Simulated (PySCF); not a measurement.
SMILES CCOB(O)OCC (C4H11BO3) at its GFN2-xTB optimised geometry (Å):

```
19

B     -0.3242    -1.0407     0.0000
O     -0.9312    -2.2596    -0.0012
H     -1.8873    -2.2426    -0.0019
O      1.0270    -1.0407     0.0000
C      1.7716     0.1637     0.0016
C      3.2526    -0.1714    -0.0971
H      1.4579     0.7887    -0.8430
H      1.5615     0.7182     0.9244
H      3.4478    -0.7199    -1.0141
H      3.8397     0.7430    -0.0932
H      3.5479    -0.7917     0.7442
O     -0.9835     0.1642     0.0000
C     -2.3897     0.2879    -0.0030
C     -2.7588     1.7653     0.0135
H     -2.8052    -0.1907    -0.9020
H     -2.8114    -0.2117     0.8817
H     -2.3450     2.2596    -0.8610
H     -3.8397     1.8766     0.0110
H     -2.3512     2.2384     0.9025
```

Level of theory: PySCF with PBE0/def2-SVP.

Map of the HOMO amplitude (bohr^(-3/2)) on the plane z = 1.2 Å; orbital energy -7.84 eV, overall sign arbitrary:

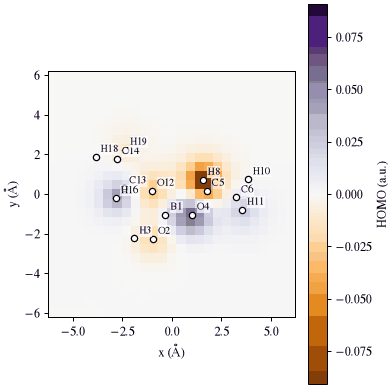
*HOMO amplitude (bohr^(-3/2)) on the plane z = 1.2 Å.*
